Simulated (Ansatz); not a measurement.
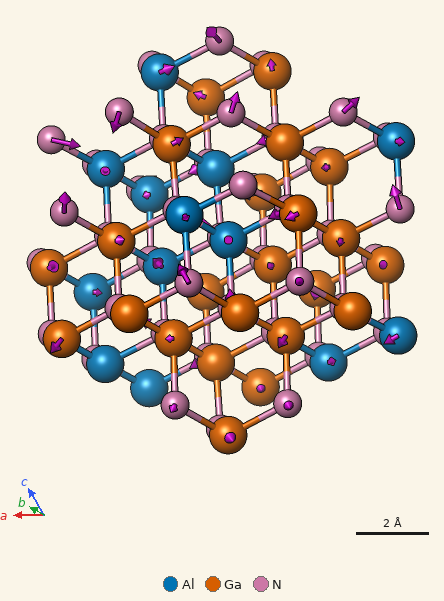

This is a relaxation of solid Al24Ga40N64 (a generated structure, set up in P1). The starting structure is drawn; purple arrows show the displacements, magnified 10 times.

A ball-and-stick model of the atoms within 5.8 Å of the atom that moves most (axes of the cell of the calculation), seen from a free direction.

Method: DFT, PBEsol, PAW, plane waves in Ansatz 0.2.0. Settings: plane-wave cutoff 420 eV; k-point mesh 1 × 1 × 1; mesh shifted by (0.5, 0.5, 0.5); no spin polarisation; cell relaxed at fixed shape; force threshold 0.03 eV/Å; at most 80 steps.

Question: Describe the change and its energy.

Answer: An N atom moves most: 0.11 Å along [2 −1 3]. By element the largest moves are N 0.11 Å, Ga 0.07 Å, Al 0.06 Å. The lattice vectors keep their values. Near-neighbour distances that change, for instance: Ga–N 1.871 → 1.964 Å, Al–N 1.971 → 1.897 Å, Ga–N 1.875 → 1.939 Å, Ga–N 1.886 → 1.948 Å. Among the angles between lasting bonds that change: Al–N–Ga 112.5° → 108.1°, Al–N–Al 106.1° → 110.0°, N–Al–N 111.1° → 107.4°. The space group stays P1 (No. 1). The energy falls by 22.2 meV per atom in 5 geometry steps. The largest force component goes from 2.1 to 0.017 eV/Å. The pressure goes from 0.70 to 0.01 GPa.
